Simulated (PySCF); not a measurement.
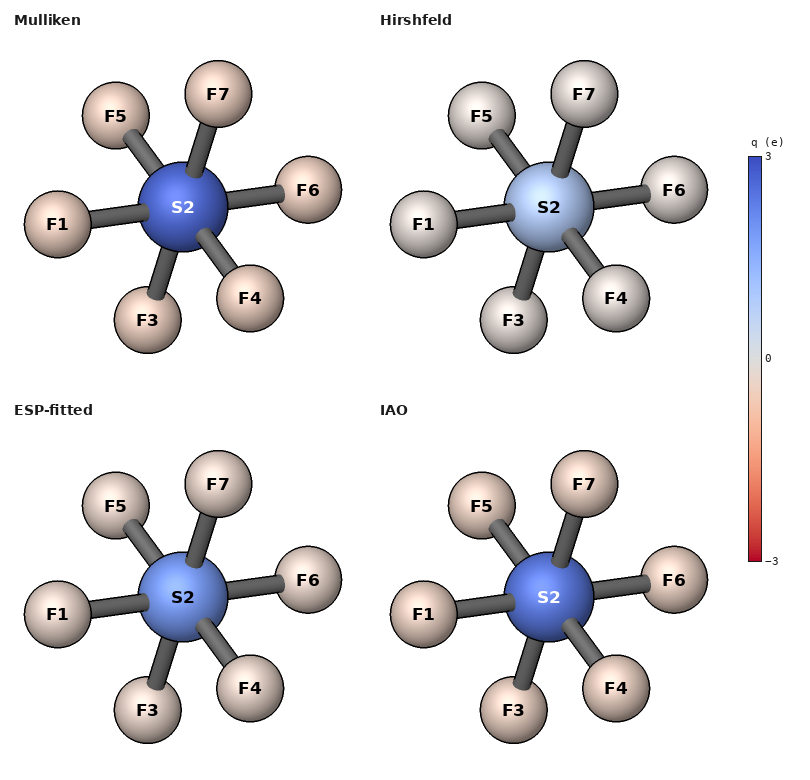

Atomic charges of one calculation by 4 schemes, on one colour scale. The geometry was computed by an optimisation with PBE0-D3(BJ)/def2-SVP. No frequency run is at hand to confirm it as a minimum. Method: PBE0/pcSseg-0 (PySCF 2.14.0).

List the charges (e), one line for each set of equivalent atoms.

```
       atom  Mulliken  Hirshfeld  ESP-fitted    IAO
F1, F3, F4…     −0.42      −0.14       −0.30  −0.38
         S2      2.55       0.81        1.82   2.30
```
